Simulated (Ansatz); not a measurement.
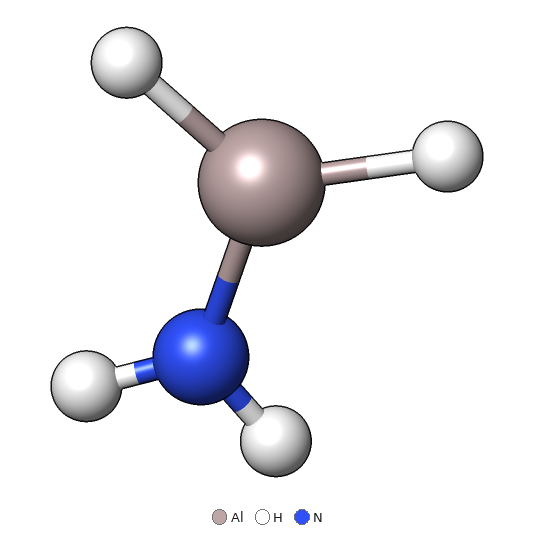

Rendered structure (ball-and-stick style).

The computed structure is the end point of a PBE0-D4/def2-TZVP optimisation.

> What is the molecular formula?

AlH₄N, 6 atoms: 1 aluminium, 4 hydrogen and 1 nitrogen.

> How many bonds of each kind are drawn?

2 Al–H, 2 N–H, 1 Al–N. Sticks follow a distance rule.

> How many atoms are distinct by symmetry?

4: 1 Al, 2 H, 1 N, 2 H.

> Give the symmetry (Schoenflies symbol).

C2v.

The parts below concern this one geometry. Atoms keep their numbers from picture to picture.

Shape

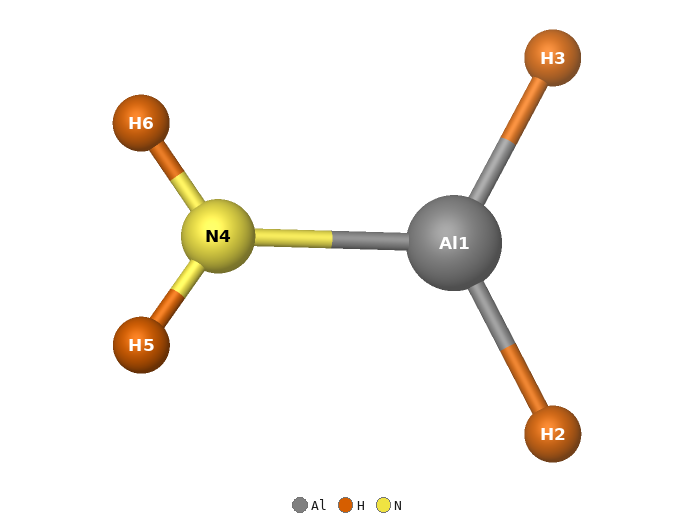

The atoms are numbered.

List the bonds and their lengths.

| bond | length (Å) |
| --- | --- |
| Al1–H2 | 1.583 |
| Al1–H3 | 1.583 |
| Al1–N4 | 1.766 |
| N4–H5 | 1.007 |
| N4–H6 | 1.007 |

Vibrations

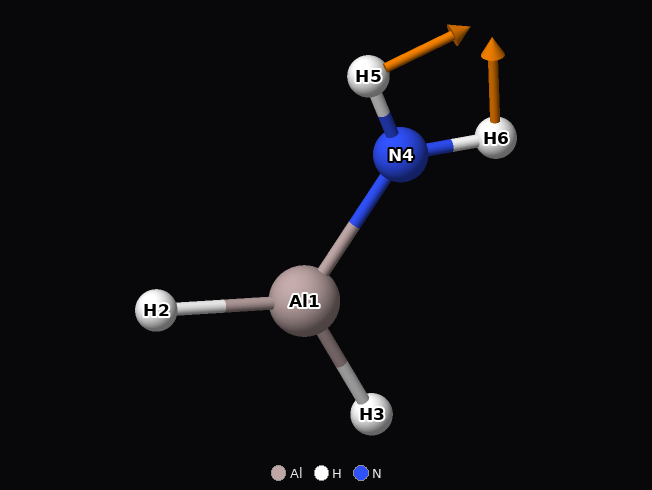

The arrows show one normal mode. Harmonic vibrations computed with RKS PBE0-D4/def2-TZVP (Ansatz 0.2.0) at a stationary point of the same level.

> Describe the motion.

Mostly angle bending.

> At what wavenumber does it lie?

1568 cm⁻¹; it is mode 8 of 12 counted from the lowest.

Dipole moment

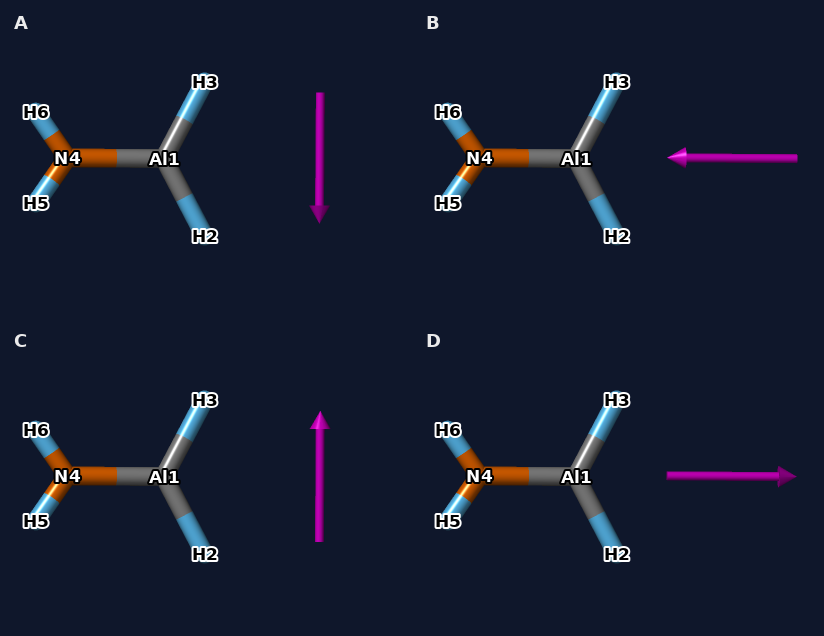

The same molecule four times, each with an arrow. Method: RKS PBE0-D4/def2-TZVP (Ansatz 0.2.0).

> Which arrow points along the dipole moment, from the negative to the positive end?

B. The dipole moment is 1.29 D; it points from the side of H2, H3 to the side of H5, H6 (the outermost atoms at the two ends).

Electronic properties

Method: RKS PBE0-D4/def2-TZVPP (Ansatz 0.2.0).

Computed properties:

- HOMO energy (Kohn–Sham orbital): −7.58 eV
- LUMO energy (Kohn–Sham orbital): −0.64 eV
- HOMO–LUMO gap: 6.93 eV
